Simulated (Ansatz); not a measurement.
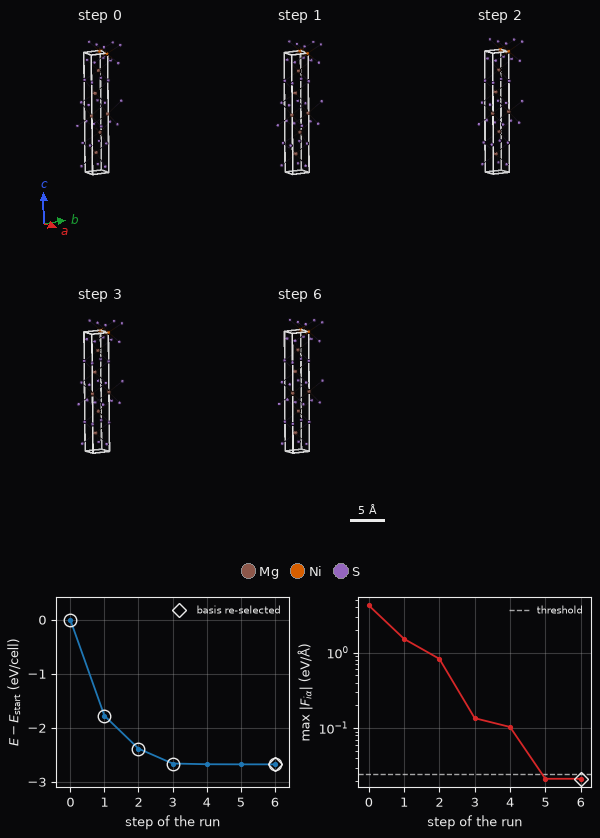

Frames of a relaxation of solid Mg₅NiS₆ (a generated structure, set up in P1) (coarse preliminary run), marked on the history of the run. Style: ball-and-stick. Shown: the cell of the calculation, slightly off an axis.

Method: DFT PBE, scalar-relativistic, plane waves, PAW (Ansatz).

Input
```yaml
crystal:
  lattice:
    - [3.6567961122, -0.0758102406, -0.0666688842]
    - [-1.8940516503, 3.1886031417, 0.0344313186]
    - [-0.323854252, 0.0061525271, 17.744208622]
  atoms:
    - { symbol: Mg, position: [0.3377638177, 0.7268511707, 0.8432303713] }
    - { symbol: Mg, position: [0.7136922875, 0.3481875508, 0.6673521574] }
    - { symbol: Mg, position: [-0.0587360226, -0.0060831015, 0.4894319556] }
    - { symbol: Mg, position: [0.3746571839, 0.7671228948, 0.3268893019] }
    - { symbol: Mg, position: [0.7092739359, 0.367303576, 0.1715124574] }
    - { symbol: Ni, position: [0.0124630604, -0.0460640599, -0.0048049188], spin: 1.45 }
    - { symbol: S, position: [0.6805152694, 0.343766034, 0.924044333], spin: 0.22 }
    - { symbol: S, position: [0.3188138101, 0.6419806816, 0.0617255457], spin: 0.22 }
    - { symbol: S, position: [0.0317805602, 0.0147504919, 0.7707158736] }
    - { symbol: S, position: [0.3341117591, 0.6590405625, 0.595625729] }
    - { symbol: S, position: [0.5945484182, 0.2917538683, 0.4107018973] }
    - { symbol: S, position: [-0.0488840799, -0.1086096692, 0.2435752967] }
basis:
  ecutwfc: 420
kpoints:
  mp_grid: { grid: [6, 6, 1] }
hamiltonian:
  xc: pbe
scf:
  occupations: { method: gaussian, width: 0.1 }
  lower_state_search: "off"
output:
  forces: true
  stress: true
  eigenvalues: true
  populations: true
magnetization:
  spin_polarized: true
relax:
  adjacent_minimum: "off"
  f_tol: 0.025
  max_steps: 60
  cell: { stress_tol: 0.25 }
```

Run as
```bash
ansatz run input.yaml --threads 4 --pin off --max-ram 8192MiB --backend cpu --events-out ev --progress --plain --runs-dir out
```

Q: What happens along the run?

A: The largest move relative to the cell is that of S12, 0.34 Å along [1 2 0]. By element the largest moves are S 0.34 Å, Mg 0.32 Å, Ni 0.21 Å. The volume changes by +1.3 %, with a 3.658 → 3.664 Å (+0.1 %), b 3.709 → 3.664 Å (−1.2 %), c 17.747 → 17.797 Å (+0.3 %), α 88.9° → 90.0°, β 92.1° → 90.0°, γ 121.9° → 120.0°. Among the contacts that change: Mg4–S12 3.136 → 2.605 Å, Mg5–S12 2.095 → 2.602 Å, Mg5–S8 3.001 → 2.617 Å, Mg4–S11 2.239 → 2.602 Å. Bond angles that change, for instance: Mg4–S12–Mg5 154.9° → 179.9°, Mg4–S12–Mg5 155.6° → 179.9°, S11–Mg4–S12 156.0° → 179.9°. The space group (tolerance 0.01 Å) goes from P1 (No. 1) to P-3m1 (No. 164). The energy falls by 2.674 eV per cell of the calculation in 5 accepted moves (6 points after the start). Largest force component: 4.2 eV/Å at the start, 0.021 eV/Å at the end. The pressure goes from 6.36 to 0.00 GPa. At 1 point the geometry stayed and the basis and grid were re-selected for the new cell (energy shift of 0.1 meV per cell of the calculation at most each time). Cost: 3.2 min on 4 threads of Intel(R) Xeon(R) Processor @ 2.50GHz (Skylake/Cascade Lake), with other jobs on the host, peak memory 0.91 GiB. From step 0 to 1: Mg5 moves most (0.19 Å), volume +0.4 %, energy −1.775 eV per cell of the calculation. From step 1 to 2: S atoms move most (0.16 Å), volume −0.3 %, energy −0.609 eV per cell of the calculation. From step 2 to 3: S12 moves most (0.19 Å), volume +1.4 %, energy −0.276 eV per cell of the calculation. From step 3 to 6: S11 moves most (0.03 Å), volume −0.3 %, energy −15.5 meV per cell of the calculation.

| step | E − E(0), meV/atom | largest force component, eV/Å | pressure, GPa | volume, Å³/atom | note |
| --- | --- | --- | --- | --- | --- |
| 0 | 0.00 | 4.2196 | 6.36 | 17.024 |  |
| 1 | -147.88 | 1.5208 | 3.10 | 17.099 |  |
| 2 | -198.61 | 0.8263 | 1.72 | 17.051 |  |
| 3 | -221.57 | 0.1354 | -0.24 | 17.294 |  |
| 4 | -222.69 | 0.1035 | -0.10 | 17.263 |  |
| 5 | -222.85 | 0.0213 | 0.00 | 17.241 |  |
| 6 | -222.86 | 0.0213 | 0.00 | 17.241 | same geometry, new basis |
